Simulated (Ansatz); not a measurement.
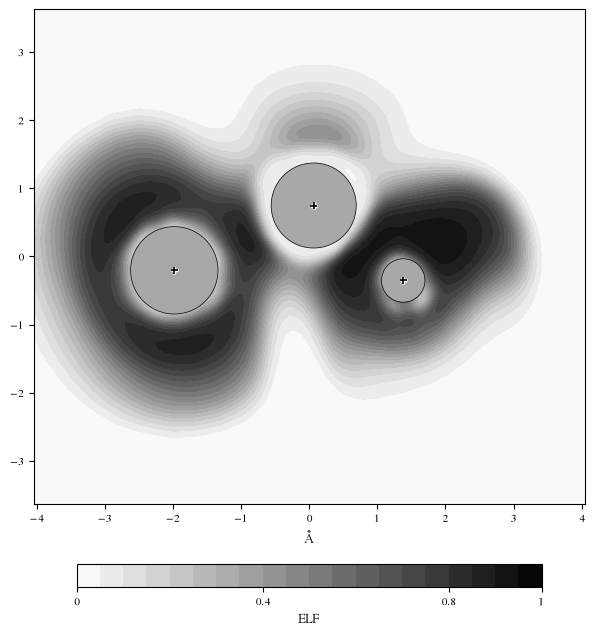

The electron localisation function on a plane through atoms (crosses mark nuclei in the plane; grey discs cover the cores).

Theory: RKS PBE0-D4/def2-SVP in Ansatz.

Candidates:
A. BrH₄NSi···H₂
B. C₂H₄AlNO

**Which candidate gave the map?**

Candidate A: BrH₄NSi···H₂ on the plane of atoms Br2, Si1 and N5, which holds Si, Br and N. Si–N (1.71 Å): the ELF peaks at about 0.90 between the atoms, as expected for a polar covalent bond. Si–Br (2.26 Å): the ELF peaks at about 0.85 between the atoms, as expected for a shared but strongly polarised pair.
